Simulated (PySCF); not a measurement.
# BBrO (Bromine Oxoborane): the cost of one run

Computed with PySCF 2.14.0 and routines of our own; the level stands in each step. Atoms count from 0.

### 1 The starting structure

3 atoms, charge 0, multiplicity 1; geometry from: GFN2-xTB.

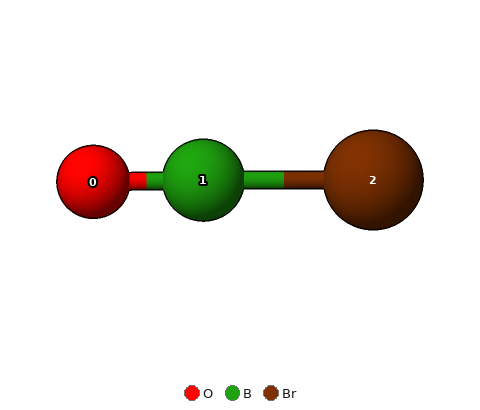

The starting geometry (oxygen red, boron green, bromine brown).

### 2 Geometry optimisation at PBE0-D3(BJ)/def2-SVP

Job settings and geometry (Å):

```
{"job": {"xc": "PBE0", "basis": "def2-SVP", "d3": "d3bj", "grid": 1, "maxiter": 30, "shake": 0.01, "kind": "geom"}, "charge": 0, "multiplicity": 1}
O     -1.348530     0.281750    -0.002210
B     -0.203750     0.100530    -0.006660
Br     1.558290    -0.205330    -0.010310
```

Run with:

```sh
OMP_NUM_THREADS=1 python heavy_run.py task.json out
```

This one command runs all jobs of the session in turn.

**Question.** How long does this first job take on 1 thread of Arm Neoverse V2, shared host, and how much memory does it need?

About 3.1 s, with a peak of 0.28 GiB.
